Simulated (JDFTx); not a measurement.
System: TiAl(001) (P4/mmm bulk; lattice of mp-1953, not re-optimised at this level), 1x1 cell of 3 atoms in 3 planes (Al outermost, slab composition TiAl2), area 7.90 Å² a face, 4.0 Å between the outermost planes in a cell 20.1 Å high; k mesh 8×8×1, Fermi width 0.01 Ha, no spin polarisation. Whether this polymorph is the ambient one wasn't checked. Neither spin polarisation nor a larger cell was tried.

Computed with JDFTx (a modified build): PBE, GBRV ultrasoft potentials, plane waves to 20/100 Ha. Liquid on both sides: linear PCM (GLSSA13), water, 1 M KCl; nuclei fixed, outer atoms relaxed in vacuum. Potentials are on the SHE scale by the convention U = −μ/e − 4.44 V; references calibrated for a solvation model differ from this value. This is a symmetric, unreconstructed model surface, and the continuum liquid cannot react with it. Convergence in thickness and k mesh wasn't tested for this slab.

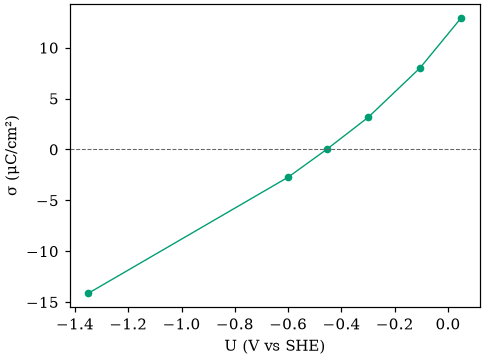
Figure. Surface charge density of TiAl(001) against potential

Q: Read off the potential of zero charge and the mean capacitance σ/(U − U_pzc) at the computed points next to it.

A: U_pzc ≈ -0.46 V. At -0.60 V it is about 19 μF/cm². At -0.30 V it is about 20 μF/cm².
